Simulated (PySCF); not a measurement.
**BLYP/cc-pVDZ run of C2H7NSi (SMILES C=N[SiH2]C)**

What is the vertical ionisation energy of C2H7NSi at BLYP/cc-pVDZ? Input form: a Python script.

The results are computed with PySCF 2.14.0.

## (1) Starting point

C2H7NSi: 11 atoms, total charge 0, spin state singlet. SMILES: `C=N[SiH2]C`. The coordinates come from a PBE0-D4/def2-TZVP relaxation. This is one conformer, not always the lowest.

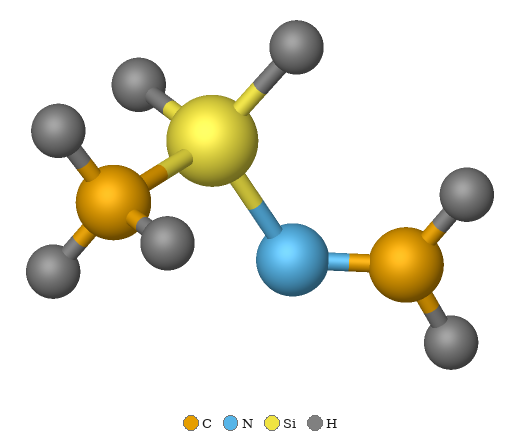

The structure, seen from a chosen angle (carbon amber, nitrogen blue, silicon yellow, hydrogen grey).

## (2) A single-point energy at BLYP/cc-pVDZ

job.py

```python
from pyscf import gto, dft

mol = gto.M(
    atom='''
C     -0.763200     2.027200     0.389900
N     -0.749500     1.001600    -0.336400
Si    -0.379200    -0.602800     0.247400
C      1.068600    -1.271000    -0.713200
H     -0.997700     3.009000    -0.039500
H     -0.550300     2.023600     1.471900
H     -0.075100    -0.581600     1.713400
H     -1.590400    -1.434700     0.023400
H      0.849500    -1.270200    -1.783000
H      1.292800    -2.296000    -0.407900
H      1.959900    -0.662200    -0.545500
''',
    basis='cc-pvdz',
    spin=0,
    verbose=3,
    max_memory=1860,
)

mf = dft.RKS(mol)
mf.xc = 'blyp'
mf.grids.level = 7
mf.conv_tol = 1e-10
mf.kernel()
if not mf.converged:
    mf = mf.newton().run(mf.mo_coeff, mf.mo_occ)

e_tot = mf.e_tot
print(f'total energy: {e_tot:.8f} hartree')
```

Run with:

```
$ OMP_NUM_THREADS=1 python job.py
```

Log:

```text
converged SCF energy = -424.579775330067
total energy: -424.57977533 hartree
```

Run time: 52 s. Hardware: 1 thread of Arm Neoverse V1, shared host; peak memory 0.51 GiB.

## (3) The doublet cation at the same level

calc.py

```python
from pyscf import gto, dft

mol = gto.Mole()
mol.atom = '''
C     -1.442239     3.830853     0.736804
N     -1.416350     1.892750    -0.635704
Si    -0.716584    -1.139127     0.467518
C      2.019361    -2.401842    -1.347753
H     -1.885380     5.686186    -0.074644
H     -1.039916     3.824050     2.781488
H     -0.141918    -1.099065     3.237857
H     -3.005420    -2.711190     0.044220
H      1.605322    -2.400330    -3.369382
H      2.443038    -4.338811    -0.770819
H      3.703674    -1.251377    -1.030846
'''
mol.unit = 'bohr'
mol.max_memory = 1860
mol.charge = 1
mol.verbose = 3
mol.spin = 1
mol.basis = 'cc-pvdz'
mol.build()

ks = dft.UKS(mol, xc='blyp')
ks.grids.level = 7
ks.conv_tol = 1e-10
ks.kernel()
if not ks.converged:
    ks = ks.newton().run(ks.mo_coeff, ks.mo_occ)

etot = ks.e_tot
print('E(%s) = %.9f' % ('BLYP', etot))
```

Run with:

```
$ OMP_NUM_THREADS=1 python calc.py
```

Log:

```text
converged SCF energy = -424.255076390793  <S^2> = 0.75570874  2S+1 = 2.0057006
E(BLYP) = -424.255076391
```

Wall time 2.1 min (1 thread of Arm Neoverse V1, shared host); peak memory 0.52 GiB.

## (4) What came out

Level: BLYP/cc-pVDZ.

| quantity | value |
| --- | --- |
| singlet C2H7NSi: total energy | -424.57978 Eh |
| singlet C2H7NSi: dipole moment | 0.92 D |
| singlet C2H7NSi: HOMO energy | -5.29 eV |
| singlet C2H7NSi: LUMO energy | -1.47 eV |
| singlet C2H7NSi: HOMO–LUMO gap | 3.82 eV |
| doublet cation: total energy | -424.25508 Eh |
| doublet cation: HOMO energy (highest over α and β) | -12.64 eV |
| doublet cation: LUMO energy (lowest over α and β) | -12.25 eV |
| doublet cation: ⟨S²⟩ | 0.756 |
| vertical ionisation energy (to the doublet cation) | 8.836 eV |

In words: The vertical ionisation energy comes to 8.84 eV (852 kJ/mol). The negative HOMO energy of the first species, 5.29 eV, lies 3.54 eV below that difference. Mulliken charges (doublet cation) run from -0.10 on C4 to +0.33 on Si3; they depend strongly on the basis.
